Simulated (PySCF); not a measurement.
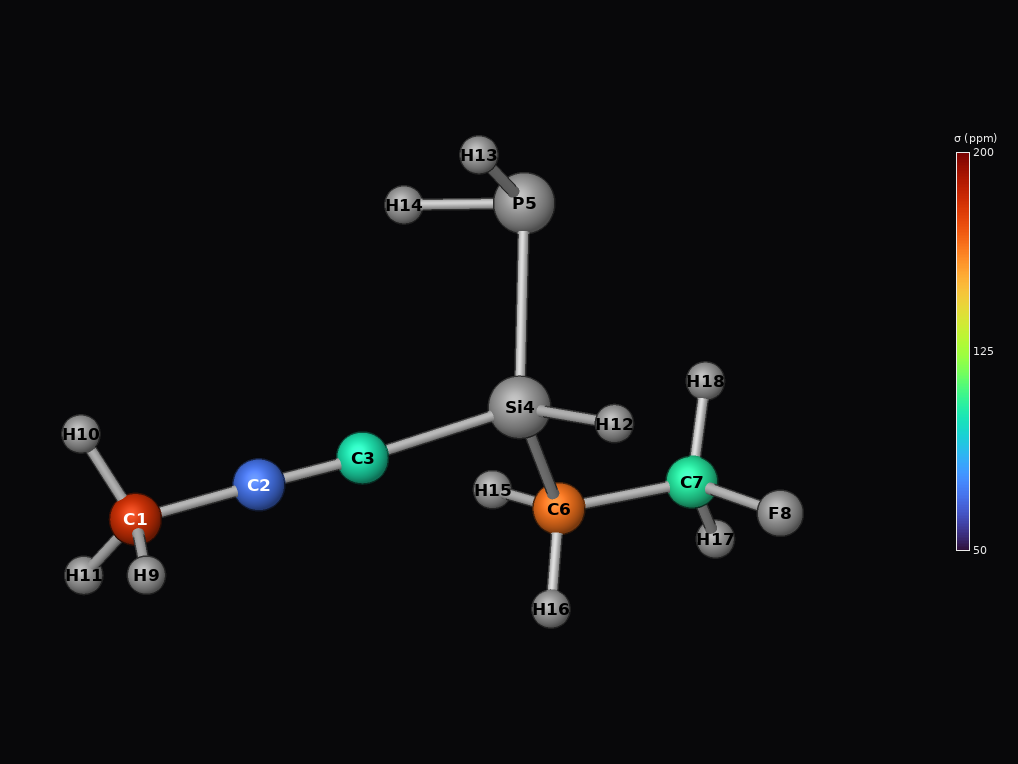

Atoms are coloured by their isotropic NMR shieldings (C only, the others grey). The geometry was computed by an optimisation with GFN2-xTB. No frequency run is at hand to confirm it as a minimum. Properties computed with GIAO PBE0/pcSseg-1 NMR shielding, non-relativistic, gas phase (PySCF 2.14.0).

List the isotropic NMR shieldings of the C atoms.

| atom | σ (ppm) |
| --- | --- |
| C1 | 180.9 |
| C2 | 71.2 |
| C3 | 101.2 |
| C6 | 164.8 |
| C7 | 104.1 |

The geometry is semi-empirical. Around P, Si such bond lengths and angles can be off by a tenth of an ångström or more and by several degrees, and values that hang on the shape move with them.
